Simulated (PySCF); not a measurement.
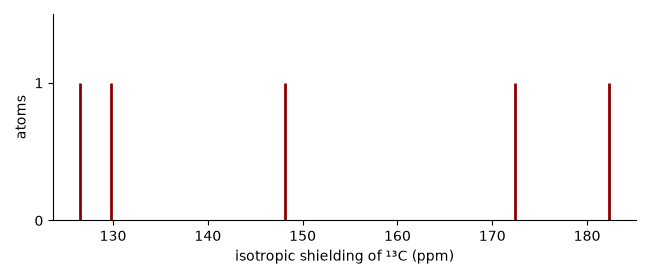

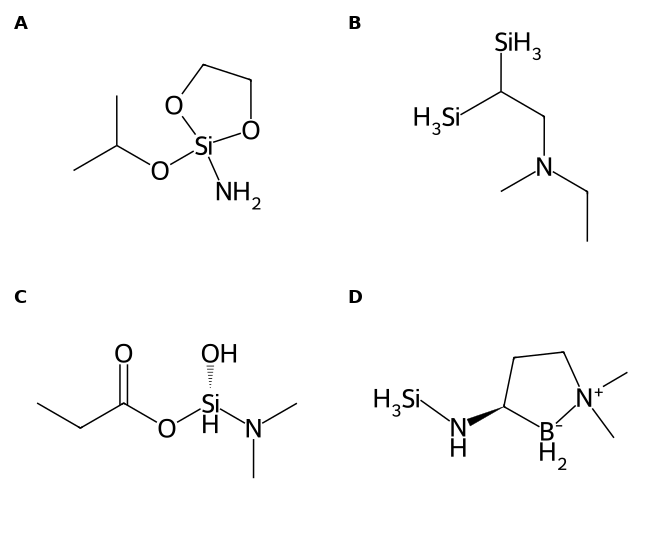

The sticks are computed shieldings of one of the molecules, for one fixed geometry (GFN2-xTB) without averaging over rotations. Low shielding means a high chemical shift. Method: GIAO PBE0/pcSseg-1 NMR shielding, non-relativistic, gas phase (PySCF 2.14.0).

**Match the spectrum to a structure.**

B, `CCN(C)CC([SiH3])[SiH3]`. Its 5 C atoms give lines at 126.5, 129.8, 148.1, 172.4, 182.3 ppm.

The geometry is semi-empirical. Around B, Si such bond lengths and angles can be off by a tenth of an ångström or more and by several degrees, and values that hang on the shape move with them.
